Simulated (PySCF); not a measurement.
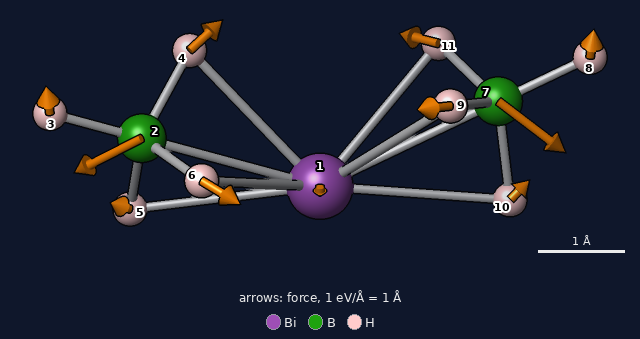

Starting geometry of B₂BiH₈ (charge +1) with the computed forces as orange arrows. The picture is a ball-and-stick view, seen at a tilt.

The calculation used PySCF, RKS PBE0, Bi def2-SVP with ECP60, B def2-SVP, H def2-SVP; non-relativistic Hamiltonian with scalar-relativistic core potentials; density fitting.

Input file:
```
mol = gto.M(atom='''
Bi    -0.00000     0.00000    -0.11934
B      2.12220     0.00000     0.83036
H      3.21750     0.00000     1.32056
H      1.40210    -0.83350     1.42126
H      2.20760    -0.30510    -0.37874
H      1.61790     1.13860     0.93896
B     -2.12220     0.00000     0.83036
H     -3.21750     0.00000     1.32056
H     -1.40210     0.83350     1.42126
H     -2.20760     0.30510    -0.37874
H     -1.61790    -1.13860     0.93896''',
    basis={'Bi': 'def2-SVP', 'B': 'def2-SVP', 'H': 'def2-SVP'},
    ecp={'Bi': 'def2-SVP'},
    charge=1, spin=0)
mf = dft.RKS(mol, xc='PBE0')
mf.grids.atom_grid = (50, 194)  # f atoms: at least (60, 302), unpruned
mf = mf.density_fit()  # Bi def2-universal-JKFIT, B def2-universal-JKFIT, H def2-universal-JKFIT
mf.conv_tol = 1e-08; mf.max_cycle = 55
mf.kernel(dm0)
# quasi-Newton relaxation in Cartesian coordinates to a largest gradient under 0.00045 Eh/bohr, steps kept in the point group
```

Run as
```bash
OMP_NUM_THREADS=2 python run.py
```

Is this structure relaxed? If not, where do the atoms go?

Answer. It isn't relaxed: the largest force vector, on B atoms, is 1.04 eV/Å. The final displacements have little in common with the starting forces (cosine between the two patterns 0.26). The largest moves after the best rigid fit, 1.18 Å, are those of H3 and H8. By element the largest moves are H 1.18 Å, Bi 0.38 Å, B 0.12 Å. Near-neighbour distances that change, for instance: Bi1–H10 2.244 → 2.848 Å, Bi1–H4 2.244 → 2.046 Å, Bi1–H11 2.244 → 2.089 Å, Bi1–B2 2.325 → 2.411 Å. Among the angles between lasting bonds that change: Bi1–B2–H3 180.0° → 136.0°, Bi1–B2–H5 70.6° → 98.3°, B2–Bi1–B7 131.8° → 112.7°. The energy falls by 14.4 kcal/mol in 18 geometry steps. Largest force component: 0.76 eV/Å at the start, 0.014 eV/Å at the end.
